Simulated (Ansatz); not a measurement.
Fields on a plane of NbAs2 (space group C2/m)

```xyz
6
Lattice="4.6669 -1.6807 0.0000 4.6669 1.6807 0.0000 -3.8139 0.0000 6.7729" Properties=species:S:1:pos:R:3 pbc="T T T"
Nb     0.7176     0.0000     1.3248
Nb     4.8023     0.0000     5.4481
As     6.2169     0.0000     3.1950
As    -0.6970     0.0000     3.5778
As     2.1507     0.0000     6.0399
As     3.3692     0.0000     0.7329
```

The slice is a (001) plane (indices of the conventional cell) through the point (0.405, 0.405, 0.108) (fractional), spanned by u = [1 -1 0] and v = [110] in vectors of this cell: u (3.36 Å) and v (9.33 Å, at 90° to u). It covers one period; positions are fractions (u, v).

Atoms on it: As at (0.00, 0.00); As at (0.50, 0.50). Other atoms lie within 1 Å of the plane.

These are PBEsol (plane waves to 420 eV, PAW, scalar-relativistic; Ansatz, a program for electronic structure) values and carry that method's errors. k mesh 15×15×7. These are valence fields of a PAW run, semicore shells included where kept as valence: close to a nucleus they are smooth pseudo fields. At this level the bands of NbAs2 touch or barely overlap. NbAs2 is run without spin polarisation. NbAs2 was relaxed with its symmetry unable to fall.

```
v \ u  0.00  0.12  0.25  0.38  0.50  0.62  0.75  0.88
-----  ----  ----  ----  ----  ----  ----  ----  ----
0.90   0.74  0.70  0.50  0.16  0.08  0.16  0.50  0.70
0.75   0.74  0.63  0.24  0.37  0.57  0.37  0.24  0.63
0.60   0.18  0.27  0.55  0.60  0.57  0.60  0.55  0.27
0.45   0.10  0.32  0.59  0.54     x  0.54  0.59  0.32
0.30   0.55  0.42  0.20  0.22  0.31  0.22  0.20  0.42
0.15   0.36  0.29  0.17  0.36  0.54  0.36  0.17  0.29
0.00      x     x  0.62  0.51  0.25  0.51  0.62     x
```

Values: electron localisation function (ELF). Points within 0.5 Å of a nucleus are blanked (x), as the pseudised field means little there.

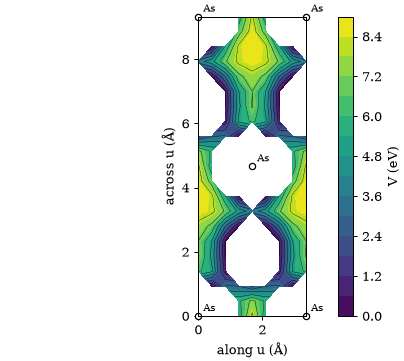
Figure: Electrostatic potential energy of an electron, from the cell's mean, in eV, one period of the plane, atoms marked. Points within 1 Å of a nucleus are left white, as the pseudised field means little there. Values under 0 eV are set to 0. The zero, the cell's mean, hangs on the PAW cores.
